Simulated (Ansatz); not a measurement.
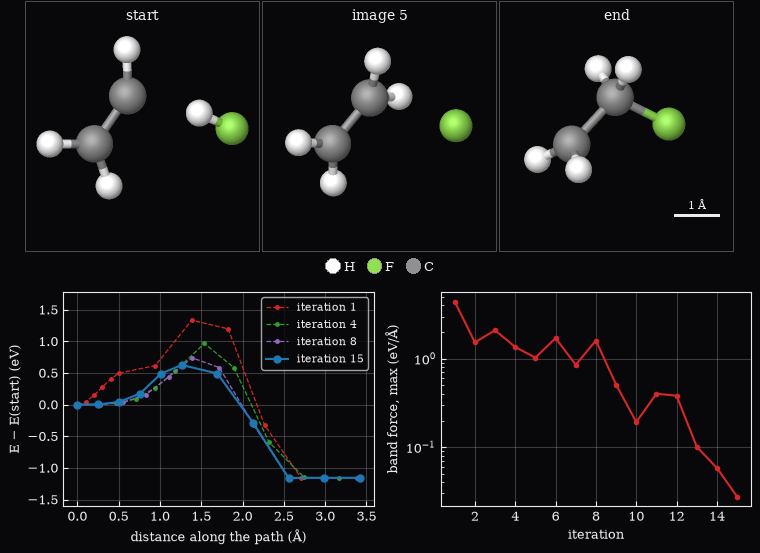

A nudged-elastic-band calculation for C$_{2}$H$_{4}$F (multiplicity 2). Images are numbered from 0 (start) to 10 (end). The plot follows the band through its iterations. A ball-and-stick model, seen at a tilt.

All numbers below come from UKS r2SCAN/def2-mTZVP in Ansatz. Run with 9 movable images; climbing image; force threshold 0.05 eV/Å; iteration limit 60; starting path through a guess of the saddle point.

> Did the band converge, and can the barrier be trusted?

The result isn't final. The band hadn't converged when the run stopped after 15 iterations. The largest component of the band force went from 4.4 to 0.028 eV/Å. The barrier read from it is provisional, though the highest image hardly moved in the last two iterations. The first iteration put the highest image at 1.33 eV. The highest point, image 5, lies 0.63 eV above the start and 1.78 eV above the end; the end is at −1.16 eV relative to the start.

The run took 5.4 min on 2 threads of Arm Neoverse V1, on a shared host, peak memory 0.17 GiB.
